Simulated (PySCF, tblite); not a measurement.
# C4H9P: dynamics, then NMR shifts on frames, part 1 of 2

How do NMR shifts of C4H9P (`C/C=C/PC`) change as the atoms move?

Programs: tblite 0.8.0 and PySCF 2.14.0, with density-fitted response routines of our own. Each step states its level of theory. These are calculated values for one molecule in the gas phase, unless marked as measured. Atoms count from 0, in the outputs and in this text.

### Step 1. The starting structure

14 atoms, charge 0, multiplicity 1; geometry from: GFN2-xTB.

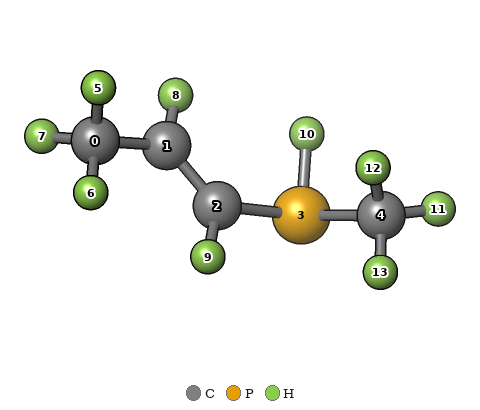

As it starts; carbon grey, phosphorus amber, hydrogen green, atoms numbered.

### Step 2. Thermal motion with GFN2-xTB

The job: settings as JSON, then the geometry in Å.

```
{"job": {"kind": "md", "xc": "GFN2-xTB", "basis": "xTB", "temperature": 300, "steps": 2000, "every": 50, "frames": 5}, "charge": 0, "multiplicity": 1}
C      2.433055     0.594882     0.076028
C      1.183102    -0.136967     0.430282
C      0.194835    -0.394191    -0.415602
P     -1.293427    -1.357203    -0.026593
C     -2.548391    -0.017439    -0.310593
H      2.544410     1.477094     0.706331
H      2.425577     0.903926    -0.966346
H      3.299749    -0.043465     0.247369
H      1.113020    -0.467939     1.459602
H      0.269374    -0.087181    -1.453671
H     -1.212054    -1.185498     1.361612
H     -3.512242    -0.351737     0.067556
H     -2.258044     0.907672     0.183734
H     -2.639643     0.157573    -1.381876
```

With the program's defaults for keys left out, this is: GFN2-xTB Langevin dynamics, gas phase.

Started as:

```sh
$ OMP_NUM_THREADS=1 python probes_run.py task.json out
```

This one command runs all jobs of the session in turn.

The program printed:

```text
t/fs     T/K      E/eV
    0.0   232.4   -425.30139
   25.0    98.8   -424.91854
   50.0   224.2   -425.09638
   75.0   167.8   -425.02304
  100.0   229.7   -424.94622
  125.0   237.5   -424.80428
  150.0   267.3   -424.85357
  175.0   143.4   -424.73538
  200.0   241.7   -424.86079
  225.0   261.7   -424.90769
  250.0   272.7   -424.82628
  275.0   322.8   -425.02796
  300.0   262.5   -424.96310
  325.0   249.9   -425.00825
  350.0   292.5   -424.99517
  375.0   297.2   -424.87436
  400.0   302.9   -424.89325
  425.0   156.8   -424.71899
  450.0   397.0   -424.95290
  475.0   261.5   -424.74540
  500.0   370.1   -424.92869
  525.0   288.8   -424.87673
  550.0   192.6   -424.71188
  575.0   278.9   -424.71548
  600.0   234.0   -424.77772
  625.0   259.6   -424.83960
  650.0   249.8   -424.86002
  675.0   203.6   -424.78253
  700.0   262.8   -424.74275
  725.0   266.3   -424.93041
  750.0   330.9   -424.86788
  775.0   433.6   -424.89255
  800.0   289.3   -424.61486
  825.0   250.7   -424.72917
  850.0   260.0   -424.74057
  875.0   263.9   -424.80829
  900.0   238.7   -424.87242
  925.0   254.2   -424.86328
  950.0   281.3   -424.91226
  975.0   279.0   -425.01147
 1000.0   217.1   -424.94740
```

Wall time 14 s (1 thread of Intel Xeon Platinum 8259CL at 2.50GHz, shared host); peak memory 0.18 GiB.

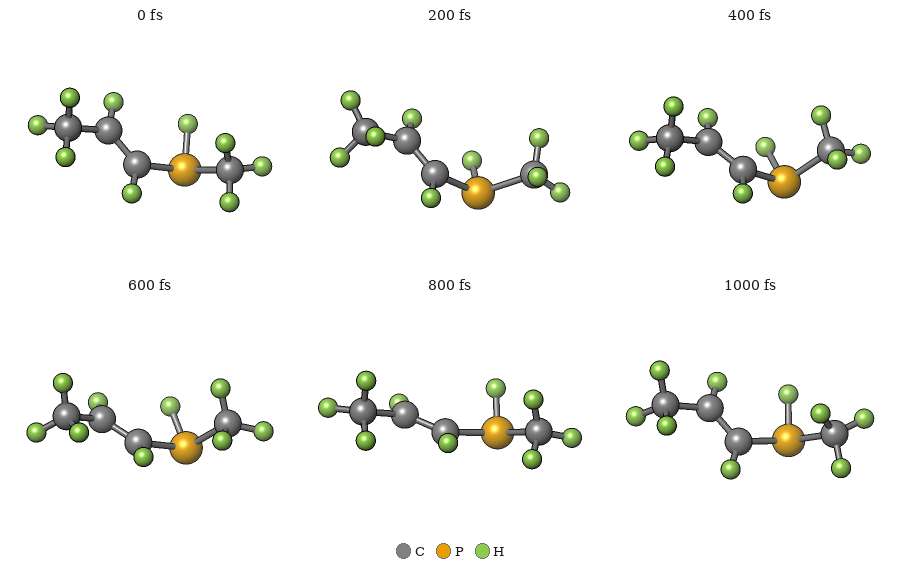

Frames of the run.

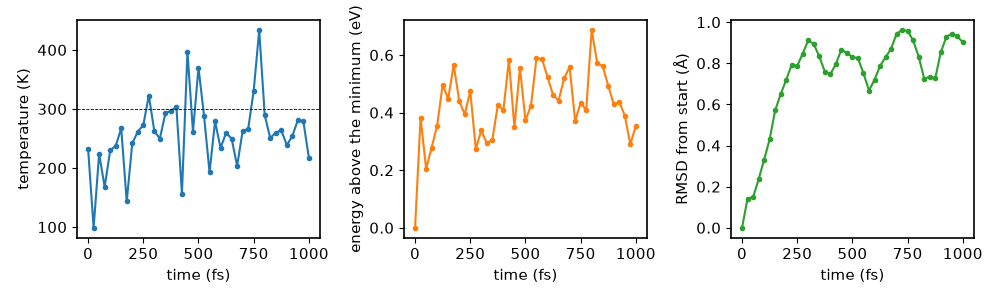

Temperature, potential energy and distance from the start.

Positions (Å) and forces (eV/Å) at 1000 fs:

```xyz
14

C     2.943   -0.047    0.471    0.522    1.131   -0.335
C     1.589   -0.576    0.752    0.572   -1.182    1.547
C     0.603   -0.776   -0.095   -0.798   -0.436    1.205
P    -0.927   -1.642    0.475   -0.136    0.308   -0.419
C    -2.178   -0.255    0.387    0.784    0.863   -1.475
H     3.283    0.645    1.269   -0.091   -0.745   -0.147
H     2.873    0.601   -0.404    0.072   -0.097   -0.295
H     3.736   -0.792    0.247   -0.703    0.239    0.447
H     1.434   -1.002    1.761    0.267    0.521   -0.294
H     0.755   -0.523   -1.090   -0.250    0.373   -1.659
H    -0.739   -1.370    1.817    0.318   -0.180    0.357
H    -1.631    0.690    0.624   -0.578   -0.577    0.135
H    -2.487   -0.139   -0.696   -0.082   -0.248    1.206
H    -3.014   -0.433    1.059    0.102    0.029   -0.272
```

### Step 3. Shielding tensors: 250 fs, PBE0/pcSseg-1

The job: settings as JSON, then the geometry in Å.

```
{"job": {"kind": "nmr", "xc": "PBE0", "basis": "pcSseg-1", "pop": false}, "charge": 0, "multiplicity": 1}
C      2.355500     0.291900     0.127400
C      1.130400    -0.513400     0.331900
C      0.051200    -0.405200    -0.456400
P     -1.241000    -1.610200    -0.523300
C     -2.666300    -0.620000     0.181700
H      2.863400     0.330600     1.132200
H      2.035000     1.248200    -0.251400
H      3.090200    -0.227900    -0.439400
H      1.244300    -1.346400     1.045200
H      0.056700     0.500100    -1.094800
H     -1.007800    -2.165600     0.843600
H     -2.491400    -0.234600     1.186400
H     -2.829900     0.180700    -0.527400
H     -3.608500    -1.177100     0.232000
```

Level: GIAO PBE0/pcSseg-1 NMR shielding, non-relativistic, gas phase.

The program printed:

```text
coarse grid: 11552 points
cycle   1  E = -498.7162875864  dE =  3.276e-01  |g| = 3.917e-01  |ddm| = 3.243e+00
cycle   2  E = -498.7088895381  dE =  7.398e-03  |g| = 4.274e-01  |ddm| = 7.176e-01
cycle   3  E = -498.7573441280  dE = -4.845e-02  |g| = 3.423e-02  |ddm| = 3.999e-01
cycle   4  E = -498.7575573041  dE = -2.132e-04  |g| = 2.260e-02  |ddm| = 6.568e-02
cycle   5  E = -498.7576750259  dE = -1.177e-04  |g| = 7.671e-03  |ddm| = 2.427e-02
cycle   6  E = -498.7576905779  dE = -1.555e-05  |g| = 1.689e-03  |ddm| = 9.156e-03
cycle   7  E = -498.7576912037  dE = -6.259e-07  |g| = 2.935e-04  |ddm| = 1.807e-03
final grid: 105112 points
cycle   8  E = -498.7888094030  dE = -2.587e-05  |g| = 7.458e-03  |ddm| = 2.873e-02
cycle   9  E = -498.7888041959  dE =  5.207e-06  |g| = 8.695e-03  |ddm| = 1.376e-02
cycle  10  E = -498.7888239111  dE = -1.972e-05  |g| = 4.262e-04  |ddm| = 7.930e-03
cycle  11  E = -498.7888239449  dE = -3.380e-08  |g| = 2.409e-04  |ddm| = 6.038e-04
cycle  12  E = -498.7888239585  dE = -1.350e-08  |g| = 7.162e-05  |ddm| = 2.501e-04
cycle  13  E = -498.7888239598  dE = -1.342e-09  |g| = 1.718e-05  |ddm| = 8.732e-05
cycle  14  E = -498.7888239599  dE = -7.412e-11  |g| = 3.176e-06  |ddm| = 1.740e-05
converged SCF energy = -498.7888239599

GIAO shielding tensors (ppm)
atom      isotropic    diamagn.    paramagn.     s11        s22        s33       span
  0 C      161.748     248.358     -86.609    144.251    152.243    188.752     44.502
  1 C       35.925     257.098    -221.174    -81.415     49.076    140.113    221.528
  2 C       48.207     262.670    -214.463    -70.222     71.249    143.594    213.816
  3 P      399.895     965.006    -565.111    310.180    374.105    515.399    205.219
  4 C      174.902     251.168     -76.265    157.383    180.834    186.491     29.108
  5 H       28.867      28.275       0.592     24.967     27.342     34.293      9.326
  6 H       29.736      30.433      -0.697     26.131     29.404     33.672      7.540
  7 H       30.137      29.161       0.976     26.353     28.347     35.712      9.359
  8 H       24.857      33.440      -8.583     21.933     23.586     29.052      7.119
  9 H       25.272      33.802      -8.531     22.805     24.720     28.290      5.485
 10 H       26.029      29.020      -2.991     22.127     26.107     29.853      7.727
 11 H       30.050      31.451      -1.401     25.415     28.408     36.328     10.912
 12 H       30.803      30.979      -0.177     26.481     28.957     36.971     10.490
 13 H       30.528      28.128       2.400     26.317     27.328     37.938     11.621
```

Run time: 15 s. Hardware: 1 thread of Intel Xeon Platinum 8259CL at 2.50GHz, shared host; peak memory 0.66 GiB.

Shifts follow as δ = σ(reference) − σ, with reference shieldings (ppm) from runs at the same level and on the same kind of geometry: 1H TMS 31.72, 13C TMS 186.9, 31P H3PO4 318.4. The references are single molecules in the gas phase, so shifts against H2O, NH3, PH3, H3PO4 or CFCl3 are not on the usual liquid scales and can be off by tens of ppm. Each atom is listed at this fixed geometry, with no averaging over motion; a spectrum would average atoms that exchange fast.

```tsv
atoms	environment	σ (ppm)	δ (ppm)
C1	alkene CH	35.9	151.0
C2	alkene CH	48.2	138.7
C0	allylic methyl carbon	161.7	25.2
C4	methyl carbon bonded to P	174.9	12.0
H8	hydrogen on an alkene CH	24.86	6.86
H9	hydrogen on an alkene CH	25.27	6.45
H10	hydrogen on a phosphorus bonded to 2 C	26.03	5.69
H5	hydrogen on an allylic methyl carbon	28.87	2.85
H6	hydrogen on an allylic methyl carbon	29.74	1.98
H11	hydrogen on a methyl carbon bonded to P	30.05	1.67
H7	hydrogen on an allylic methyl carbon	30.14	1.58
H13	hydrogen on a methyl carbon bonded to P	30.53	1.19
H12	hydrogen on a methyl carbon bonded to P	30.80	0.91
P3	phosphorus bonded to 2 C, H	399.9	-81.5
```

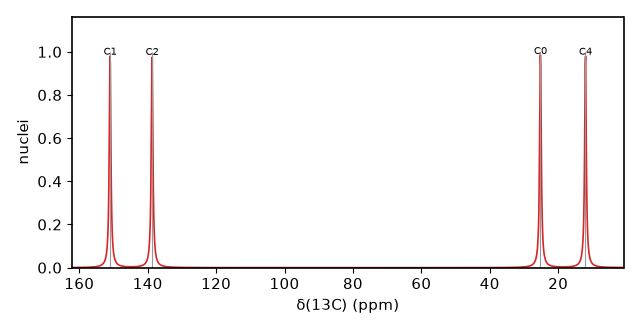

13C lines at the computed shifts, without couplings. Lines are broadened to a width of 0.56 ppm (Lorentzian).

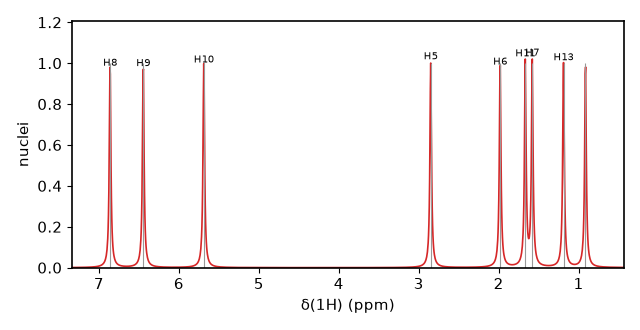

1H lines at the computed shifts, without couplings. Lines are broadened to a width of 0.02 ppm (Lorentzian).

### Step 4. Nuclear shieldings: 425 fs, PBE0/pcSseg-1

The job: settings as JSON, then the geometry in Å.

```
{"job": {"kind": "nmr", "xc": "PBE0", "basis": "pcSseg-1", "pop": false}, "charge": 0, "multiplicity": 1}
C      2.422200     0.222600    -0.228100
C      1.315300    -0.716300     0.234200
C      0.224100    -0.773900    -0.570600
P     -1.224500    -1.840500    -0.325700
C     -2.501500    -0.793000     0.594700
H      2.565100     1.059200     0.558600
H      2.240200     0.598200    -1.212200
H      3.332400    -0.358400    -0.306400
H      1.428400    -1.269800     1.169300
H      0.273300    -0.073100    -1.461700
H     -0.905200    -2.451300     0.792400
H     -2.197100    -0.213900     1.508100
H     -2.861000    -0.010700    -0.098700
H     -3.360700    -1.434900     0.883200
```

Level: GIAO PBE0/pcSseg-1 NMR shielding, non-relativistic, gas phase.

The program printed:

```text
coarse grid: 11552 points
cycle   1  E = -498.7209664863  dE =  2.030e-01  |g| = 3.466e-01  |ddm| = 3.191e+00
cycle   2  E = -498.7169769122  dE =  3.990e-03  |g| = 3.735e-01  |ddm| = 6.258e-01
cycle   3  E = -498.7537269475  dE = -3.675e-02  |g| = 4.079e-02  |ddm| = 3.292e-01
cycle   4  E = -498.7539904578  dE = -2.635e-04  |g| = 2.788e-02  |ddm| = 6.202e-02
cycle   5  E = -498.7541781640  dE = -1.877e-04  |g| = 7.200e-03  |ddm| = 2.694e-02
cycle   6  E = -498.7541926609  dE = -1.450e-05  |g| = 1.634e-03  |ddm| = 9.205e-03
cycle   7  E = -498.7541932211  dE = -5.602e-07  |g| = 4.029e-04  |ddm| = 1.877e-03
final grid: 105112 points
cycle   8  E = -498.7852311057  dE = -1.785e-05  |g| = 6.941e-03  |ddm| = 2.263e-02
cycle   9  E = -498.7852258744  dE =  5.231e-06  |g| = 8.264e-03  |ddm| = 1.309e-02
cycle  10  E = -498.7852439782  dE = -1.810e-05  |g| = 4.803e-04  |ddm| = 7.424e-03
cycle  11  E = -498.7852440236  dE = -4.543e-08  |g| = 2.446e-04  |ddm| = 5.832e-04
cycle  12  E = -498.7852440386  dE = -1.497e-08  |g| = 5.158e-05  |ddm| = 2.364e-04
cycle  13  E = -498.7852440393  dE = -6.899e-10  |g| = 1.339e-05  |ddm| = 6.553e-05
converged SCF energy = -498.7852440393

GIAO shielding tensors (ppm)
atom      isotropic    diamagn.    paramagn.     s11        s22        s33       span
  0 C      152.898     247.633     -94.734    131.858    144.510    182.327     50.468
  1 C       28.757     258.313    -229.556    -98.523     42.916    141.878    240.401
  2 C       41.626     261.671    -220.045    -77.013     70.458    131.434    208.447
  3 P      436.747     965.293    -528.545    351.299    408.815    550.129    198.830
  4 C      170.646     251.281     -80.635    151.576    173.400    186.963     35.387
  5 H       28.054      27.775       0.279     24.602     25.985     33.574      8.972
  6 H       30.022      31.313      -1.291     26.913     30.333     32.819      5.905
  7 H       29.605      27.808       1.796     26.155     27.644     35.016      8.861
  8 H       24.606      33.255      -8.649     21.255     24.086     28.477      7.221
  9 H       24.472      33.101      -8.629     22.009     23.150     28.257      6.248
 10 H       28.847      32.361      -3.514     24.549     28.805     33.187      8.638
 11 H       29.588      31.186      -1.598     25.528     27.573     35.662     10.134
 12 H       30.012      30.426      -0.414     26.042     27.915     36.078     10.036
 13 H       30.243      27.781       2.462     25.722     27.116     37.891     12.169
```

Run time: 15 s. Hardware: 1 thread of Intel Xeon Platinum 8259CL at 2.50GHz, shared host; peak memory 0.68 GiB.

Key values: δ C1 158.2, C2 145.3, C0 34.0, C4 16.3, H9 7.24, H8 7.11 ppm.

(Continued in part 2 of 2.)
